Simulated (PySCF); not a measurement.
**Run report: ZrP$_{2}$H$_{6}$Cl$_{4}$, geometry relaxation (part 1 of 2)**

ZrP$_{2}$H$_{6}$Cl$_{4}$ (cis-Zr(PH3)2Cl4), SMILES [PH3]->[Zr](<-[PH3])([Cl])([Cl])([Cl])[Cl], computed with PBE0-D3(BJ)/def2-SVP geometry optimisation, gas phase (PySCF 2.14.0).

It belongs to a series of runs on one base structure; here: cis, PH3.

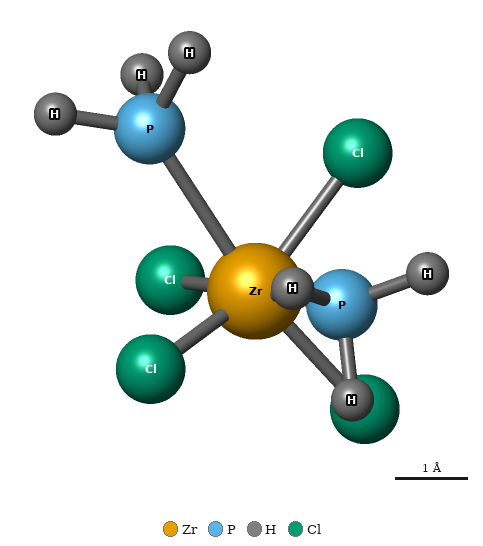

*The starting structure (ball-and-stick view, seen at a tilt). Sticks mark near contacts.*

Bond lengths as drawn: Cl–Zr 2.18 to 2.41 Å, H–P 1.35 to 1.47 Å and P–Zr 2.74 to 2.75 Å.

## Input
```
{"job": {"xc": "PBE0", "basis": "def2-SVP", "d3": "d3bj", "grid": 1, "maxiter": 30, "shake": 0.03, "kind": "geom"}, "charge": 0, "multiplicity": 1}
Zr    -0.794490    -0.074220    -0.850410
P     -0.995630    -0.095440     1.895770
H     -2.198150     0.578150     2.255110
H     -0.063930     0.698730     2.707470
H     -1.141520    -1.108630     2.822920
Cl    -0.685990     0.353490    -3.127820
P      1.936610     0.076700    -0.976080
H      2.754090    -0.652460    -0.140570
H      2.856890     1.100870    -1.080910
H      2.301590    -0.621630    -2.078410
Cl    -3.139760    -0.345370    -0.654550
Cl    -0.644530     2.193890    -0.055170
Cl    -0.154550    -2.156180    -0.695160
```

The first line tells a small driver script what to run in PySCF; the rest is the geometry in Å.

Machine: 1 CPU thread, shared host.

Launched with:
```bash
OMP_NUM_THREADS=1 python <driver script> task.json out
```

## The program's output
```
step   0  E = -2572.80381073  max force = 0.079043
step   1  E = -2572.82847281  max force = 0.016036
step   2  E = -2572.82840799  max force = 0.009063
step   3  E = -2572.83067091  max force = 0.007148
step   4  E = -2572.83236327  max force = 0.004347
step   5  E = -2572.83290322  max force = 0.003722
step   6  E = -2572.83362302  max force = 0.002825
step   7  E = -2572.83403247  max force = 0.001324
step   8  E = -2572.83429772  max force = 0.001265
step   9  E = -2572.83441023  max force = 0.001309
step  10  E = -2572.83438324  max force = 0.001313
step  11  E = -2572.83445823  max force = 0.000987
step  12  E = -2572.83459185  max force = 0.001362
step  13  E = -2572.83468024  max force = 0.000960
step  14  E = -2572.83469441  max force = 0.001101
step  15  E = -2572.83478611  max force = 0.000864
step  16  E = -2572.83486740  max force = 0.001500
step  17  E = -2572.83490260  max force = 0.001034
step  18  E = -2572.83492528  max force = 0.000327
step  19  E = -2572.83494120  max force = 0.000547
step  20  E = -2572.83496171  max force = 0.001235
step  21  E = -2572.83498569  max force = 0.001450
step  22  E = -2572.83501029  max force = 0.000995
step  23  E = -2572.83502753  max force = 0.000370
step  24  E = -2572.83503722  max force = 0.000263
optimisation converged
```

## Trajectory as extended XYZ (Å, eV, eV/Å), 17 of the 25 frames kept, from step=0 to step=24
```
13
Properties=species:S:1:pos:R:3:forces:R:3 step=0 energy=-70009.55765
Zr   -0.7945   -0.0742   -0.8504   -2.2870   3.6080  -0.3911
P    -0.9956   -0.0954    1.8958    0.3980   1.3913   0.9994
H    -2.1982    0.5782    2.2551    0.2214   0.0481  -0.1167
H    -0.0639    0.6987    2.7075   -0.5773  -0.4728  -0.6187
H    -1.1415   -1.1086    2.8229   -0.0379  -0.9884   0.4668
Cl   -0.6860    0.3535   -3.1278    0.2271   0.1041  -0.7711
P     1.9366    0.0767   -0.9761   -0.2466   0.4614   0.7033
H     2.7541   -0.6525   -0.1406    0.3242  -0.6566   0.9237
H     2.8569    1.1009   -1.0809    0.3050   0.9939  -0.2307
H     2.3016   -0.6216   -2.0784    0.3821  -0.7189  -1.4454
Cl   -3.1398   -0.3454   -0.6545   -0.0835  -0.0985   0.1030
Cl   -0.6445    2.1939   -0.0552    0.1302   0.3930   0.0883
Cl   -0.1545   -2.1562   -0.6952    1.2443  -4.0646   0.2893
13
Properties=species:S:1:pos:R:3:forces:R:3 step=2 energy=-70010.22697
Zr   -0.8537   -0.0285   -0.9066   -0.4660   0.1213   0.0651
P    -1.0085   -0.0466    1.9557   -0.0996  -0.3646   0.1060
H    -2.1833    0.6361    2.3530    0.0113  -0.0177  -0.0125
H    -0.0796    0.7039    2.7089    0.1384   0.0396   0.0581
H    -1.1159   -1.1756    2.8189    0.0097   0.0313  -0.0207
Cl   -0.6632    0.3564   -3.2277    0.1192   0.0092   0.1080
P     2.0042    0.0511   -1.0005    0.2751  -0.1706  -0.0355
H     2.7582   -0.7032   -0.0539   -0.1273   0.1568  -0.0358
H     2.8518    1.1892   -1.0925   -0.0612  -0.0054   0.0002
H     2.4383   -0.6430   -2.1674   -0.0727   0.1427   0.1529
Cl   -3.1816   -0.2948   -0.6736    0.0252  -0.1544  -0.0041
Cl   -0.8403    2.2056    0.0193    0.2869   0.1507  -0.3879
Cl   -0.0958   -2.3026   -0.7113   -0.0390   0.0609   0.0063
13
Properties=species:S:1:pos:R:3:forces:R:3 step=3 energy=-70010.28855
Zr   -0.8798   -0.0247   -0.9234   -0.3676   0.1755  -0.0005
P    -0.9780   -0.0648    1.9453   -0.0820  -0.2023   0.0419
H    -2.1399    0.6212    2.3725    0.0020   0.0068   0.0136
H    -0.0264    0.6743    2.6853    0.1004   0.0247   0.0378
H    -1.0741   -1.2020    2.7979    0.0136   0.0416  -0.0566
Cl   -0.6864    0.3494   -3.2435    0.1461  -0.0197   0.0839
P     1.9799    0.0618   -0.9661    0.1770  -0.1354  -0.0459
H     2.7144   -0.6775    0.0035   -0.0795   0.1275  -0.0149
H     2.8188    1.2056   -1.0541   -0.0496  -0.0001   0.0036
H     2.4390   -0.6392   -2.1156   -0.0337   0.1043   0.0971
Cl   -3.2075   -0.2959   -0.7116    0.0239  -0.1057   0.0649
Cl   -0.7952    2.2382   -0.0779    0.1584  -0.0310  -0.2065
Cl   -0.1342   -2.2986   -0.6903   -0.0089   0.0138  -0.0185
13
Properties=species:S:1:pos:R:3:forces:R:3 step=4 energy=-70010.33460
Zr   -0.9148   -0.0412   -0.9351   -0.0225  -0.1239  -0.0042
P    -0.9733   -0.0845    1.9370    0.0124  -0.0393  -0.0446
H    -2.1054    0.6270    2.4042    0.0168  -0.0139   0.0271
H     0.0228    0.6220    2.6592    0.0167  -0.0412  -0.0014
H    -1.0696   -1.2361    2.7619   -0.0134  -0.0017   0.0026
Cl   -0.6547    0.3098   -3.2441    0.0715  -0.0204  -0.0504
P     1.9530    0.0977   -0.9484   -0.0748  -0.1105  -0.0449
H     2.6766   -0.5863    0.0612    0.0445   0.0442   0.0167
H     2.7374    1.2778   -1.0357   -0.0398  -0.0021   0.0147
H     2.4639   -0.5940   -2.0749    0.0455   0.0057   0.0365
Cl   -3.2330   -0.3346   -0.7076   -0.0700  -0.0148   0.0673
Cl   -0.6773    2.2179   -0.1691   -0.0157   0.2235  -0.0051
Cl   -0.1950   -2.3275   -0.6864    0.0287   0.0943  -0.0142
13
Properties=species:S:1:pos:R:3:forces:R:3 step=6 energy=-70010.36888
Zr   -0.9756   -0.0275   -0.9782    0.0353   0.0156  -0.0113
P    -0.8999   -0.1185    1.8796    0.0087   0.1051  -0.0790
H    -1.9735    0.5948    2.4665    0.0139   0.0015   0.0405
H     0.1699    0.5206    2.5601   -0.0116  -0.0347  -0.0067
H    -0.9652   -1.3099    2.6440   -0.0156  -0.0318  -0.0006
Cl   -0.6616    0.2582   -3.2942    0.0335  -0.0282   0.0371
P     1.8860    0.1194   -0.8845   -0.1453   0.0478   0.0167
H     2.5743   -0.4696    0.2053    0.0281  -0.0042   0.0239
H     2.6084    1.3369   -0.9641    0.0117   0.0165  -0.0198
H     2.5101   -0.5876   -1.9381    0.0476  -0.0395  -0.0179
Cl   -3.2957   -0.3452   -0.7125    0.0836   0.0223   0.0570
Cl   -0.7278    2.2744   -0.2965   -0.0573  -0.0670   0.0188
Cl   -0.2187   -2.2980   -0.6653   -0.0327  -0.0033  -0.0585
13
Properties=species:S:1:pos:R:3:forces:R:3 step=8 energy=-70010.38724
Zr   -1.0107   -0.0284   -1.0112   -0.0160  -0.0554  -0.0329
P    -0.8271   -0.1382    1.8168    0.0013  -0.0200   0.0404
H    -1.8152    0.5923    2.5215    0.0062   0.0130  -0.0069
H     0.3196    0.4057    2.4529    0.0009  -0.0120  -0.0038
H    -0.8988   -1.3653    2.5251   -0.0107   0.0059  -0.0052
Cl   -0.6642    0.2074   -3.3274    0.0253   0.0353   0.0064
P     1.8150    0.1566   -0.8280    0.0651   0.0148   0.0087
H     2.4743   -0.3393    0.3278   -0.0223   0.0062   0.0013
H     2.4845    1.4037   -0.9258   -0.0054  -0.0087  -0.0229
H     2.5434   -0.5728   -1.8001   -0.0146  -0.0067   0.0044
Cl   -3.3172   -0.3353   -0.6663   -0.0093   0.0068   0.0282
Cl   -0.7859    2.2761   -0.3341   -0.0362   0.0004   0.0082
Cl   -0.2871   -2.3146   -0.7289    0.0157   0.0204  -0.0259
13
Properties=species:S:1:pos:R:3:forces:R:3 step=9 energy=-70010.39030
Zr   -1.0131   -0.0271   -1.0143   -0.0427  -0.0488  -0.0283
P    -0.8210   -0.1534    1.8130    0.0187  -0.0374   0.0329
H    -1.7891    0.5830    2.5389    0.0015   0.0110  -0.0224
H     0.3401    0.3619    2.4469    0.0045  -0.0105  -0.0021
H    -0.9050   -1.3892    2.5044   -0.0089   0.0048   0.0029
Cl   -0.6498    0.2268   -3.3264    0.0046   0.0377   0.0019
P     1.8081    0.1723   -0.8265    0.0673   0.0138   0.0088
H     2.4630   -0.3005    0.3415   -0.0164   0.0145   0.0009
H     2.4694    1.4220   -0.9429   -0.0006  -0.0039  -0.0106
H     2.5484   -0.5684   -1.7814   -0.0293  -0.0020   0.0074
Cl   -3.3147   -0.3416   -0.6375   -0.0159  -0.0093  -0.0005
Cl   -0.8265    2.2753   -0.3252   -0.0049   0.0025   0.0171
Cl   -0.2792   -2.3134   -0.7682    0.0221   0.0276  -0.0081
13
Properties=species:S:1:pos:R:3:forces:R:3 step=10 energy=-70010.38957
Zr   -1.0289   -0.0241   -1.0268   -0.0534  -0.0247  -0.0092
P    -0.7897   -0.1947    1.7956    0.0212  -0.0675   0.0088
H    -1.7187    0.5517    2.5610   -0.0083   0.0040  -0.0315
H     0.3995    0.2729    2.4146    0.0033  -0.0072  -0.0009
H    -0.8901   -1.4438    2.4596   -0.0043  -0.0005   0.0219
Cl   -0.6439    0.2939   -3.3280   -0.0159   0.0328  -0.0027
P     1.7853    0.2110   -0.8048    0.0330   0.0285  -0.0138
H     2.4210   -0.2235    0.3885   -0.0004   0.0221  -0.0075
H     2.4327    1.4648   -0.9461    0.0177   0.0073   0.0109
H     2.5490   -0.5477   -1.7266   -0.0340   0.0063   0.0109
Cl   -3.3192   -0.3789   -0.6062   -0.0104  -0.0349  -0.0268
Cl   -0.9214    2.2653   -0.2895    0.0492   0.0055   0.0143
Cl   -0.2450   -2.2989   -0.8690    0.0023   0.0282   0.0256
13
Properties=species:S:1:pos:R:3:forces:R:3 step=12 energy=-70010.39525
Zr   -1.0378   -0.0227   -1.0225    0.0032   0.0700   0.0198
P    -0.7811   -0.2771    1.7916    0.0053  -0.0111  -0.0102
H    -1.7037    0.4829    2.5505    0.0011  -0.0019   0.0030
H     0.4131    0.1673    2.4183   -0.0036  -0.0053   0.0017
H    -0.9072   -1.5259    2.4511   -0.0009  -0.0155   0.0033
Cl   -0.6455    0.4062   -3.3063   -0.0253  -0.0093  -0.0151
P     1.7794    0.2808   -0.8089   -0.0555   0.0171  -0.0011
H     2.4268   -0.1332    0.3841    0.0195   0.0044   0.0101
H     2.4175    1.5371   -0.9668    0.0030   0.0140   0.0004
H     2.5355   -0.4850   -1.7277    0.0233  -0.0052  -0.0108
Cl   -3.3161   -0.4556   -0.5911    0.0165  -0.0048  -0.0314
Cl   -0.9538    2.2439   -0.2132    0.0139  -0.0097   0.0068
Cl   -0.1964   -2.2708   -0.9368   -0.0004  -0.0428   0.0236
13
Properties=species:S:1:pos:R:3:forces:R:3 step=14 energy=-70010.39804
Zr   -1.0447   -0.0172   -1.0260    0.0566   0.0046   0.0338
P    -0.7657   -0.3387    1.7801   -0.0318   0.0113  -0.0014
H    -1.6684    0.4215    2.5632    0.0049  -0.0114   0.0173
H     0.4404    0.0727    2.4060    0.0016  -0.0052   0.0045
H    -0.9064   -1.6002    2.4134   -0.0012   0.0031  -0.0117
Cl   -0.6574    0.4383   -3.3069   -0.0159  -0.0132   0.0032
P     1.7655    0.3377   -0.8020    0.0109  -0.0229  -0.0109
H     2.4200   -0.0399    0.4008   -0.0037   0.0079  -0.0081
H     2.3708    1.6091   -0.9716   -0.0111  -0.0013  -0.0069
H     2.5523   -0.4209   -1.7037    0.0058   0.0152   0.0070
Cl   -3.3158   -0.4839   -0.6077   -0.0196   0.0110  -0.0092
Cl   -0.9681    2.2332   -0.1753   -0.0075   0.0057  -0.0075
Cl   -0.1916   -2.2640   -0.9480    0.0110  -0.0048  -0.0101
```
